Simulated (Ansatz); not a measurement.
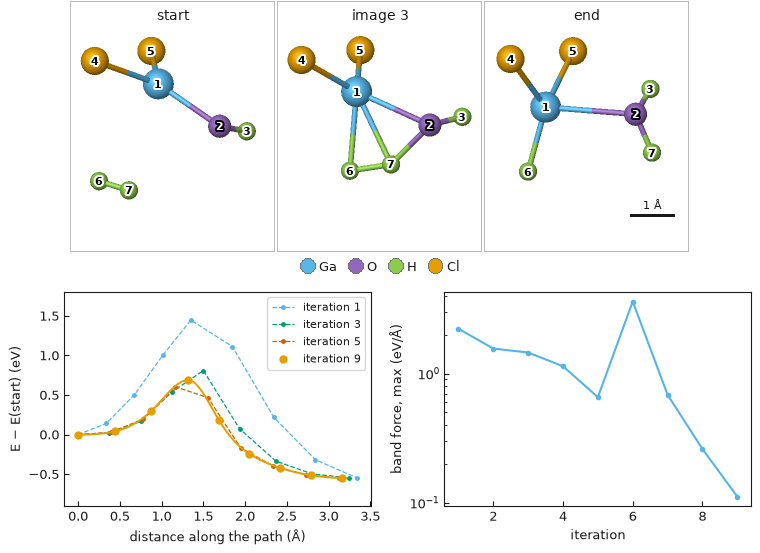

NEB run on GaH$_{3}$OCl$_{2}$, made up at the start of GaHOCl₂ and H$_{2}$. Images are numbered from 0 (start) to 8 (end). The plot follows the band through its iterations. A ball-and-stick model, seen face on.

Level of theory: RKS PBE-D4/def2-SVP in Ansatz. Set-up: 7 movable images; climbing image; force threshold 0.2 eV/Å; iteration limit 60; starting path through a guess of the saddle point.

> Judge this run.

The run met only a loose threshold, so the barrier can't be trusted yet. The band converged in 9 iterations. The largest component of the band force went from 2.2 to 0.11 eV/Å. The climbing image converged on the top of the path. Its curvatures weren't checked. The force threshold is so loose that the height of the top is at best an upper bound. The first iteration put the highest image at 1.45 eV. Forward barrier 0.69 eV, backward barrier 1.24 eV, with image 3 at the top; the reaction energy is −0.55 eV.

Limits of the set-up: the start holds two separate molecules, 2.6 Å apart at their closest, whose relative position is a soft coordinate.

Cost: 110 s on 2 threads of Arm Neoverse V1, on a shared host, peak memory 0.14 GiB.
